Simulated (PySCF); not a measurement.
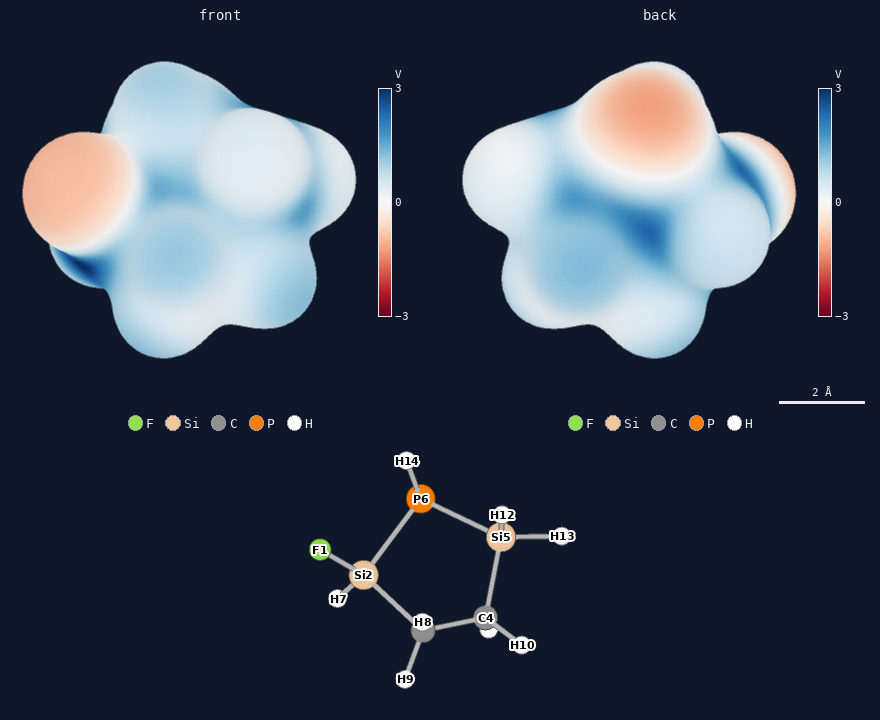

Figure. C2H8FPSi2. The molecular electrostatic potential painted on the density surface at 0.004 e/bohr³, seen from the front and from behind; the colour scale runs from red (negative) to blue (positive). The bare structure is drawn below in the same view.

Geometry: GFN2-xTB, MD frame at 250 fs, 400 K.

These are results of PBE0/pcSseg-1, SCF density, gas phase, non-relativistic in PySCF, not measurements.

```xyz
14

F     2.5095    0.4773    0.8799
Si    1.5262   -0.6909    0.3113
C     0.2379   -0.0549   -0.9624
C    -1.1727   -0.6257   -0.6957
Si   -1.5501   -0.4467    1.0937
P     0.2085   -1.3120    1.9978
H     2.0989   -1.8652   -0.1831
H     0.2703    1.1094   -0.7931
H     0.6624   -0.1001   -2.0452
H    -1.9565   -0.0532   -1.3314
H    -1.2582   -1.6715   -0.9380
H    -1.5552    0.9457    1.5691
H    -2.9181   -1.1092    1.0998
H     0.5300   -0.1635    2.8383
```

Describe the electrostatic potential map.

Answer. The most negative region (about −1.2 V) lies over P6, the most positive (about +2.5 V) over Si2.
